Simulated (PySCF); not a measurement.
In2(mu-Cl)2(Me)4, C₄H₁₂Cl₂In₂, singlet at its GFN2-xTB optimised geometry (Å):

```
20

In    -0.9683     2.3812     2.4762
In     0.0613    -0.2834     0.0000
Cl    -0.4484     2.2020     0.0000
C     -3.1887     2.3679     2.4799
H     -3.5497     1.9870     3.4329
H     -3.5215     1.7169     1.6733
H     -3.5691     3.3742     2.3205
C      0.9132     3.2518     3.2711
H      0.9287     3.1755     4.3559
H      0.9871     4.2964     2.9767
H      1.7464     2.6910     2.8510
Cl    -0.4406    -0.0993     2.4806
C     -1.8439    -1.1192    -0.7783
H     -1.8487    -2.2020    -0.6771
H     -1.9623    -0.8485    -1.8254
H     -2.6561    -0.6914    -0.1931
C      2.2825    -0.2834     0.0000
H      2.6511    -1.2345     0.3780
H      2.6136     0.5246     0.6503
H      2.6561    -0.1203    -1.0083
```

Calculation: B3LYP/def2-SVP, def2 effective core potentials past Kr (PySCF 2.14.0). The core electrons that the potentials of In replace are not part of the density.

Map of the Laplacian of the electron density (e/bohr⁵), clipped to [-1.50, 1.50] on the plane z = 0.8 Å:

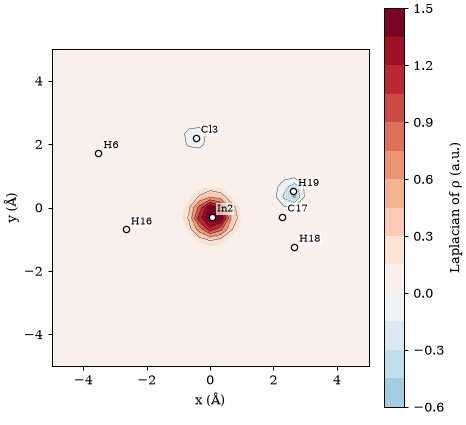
Figure: Laplacian of the electron density (e/bohr⁵), clipped to [-1.50, 1.50] on the plane z = 0.8 Å.
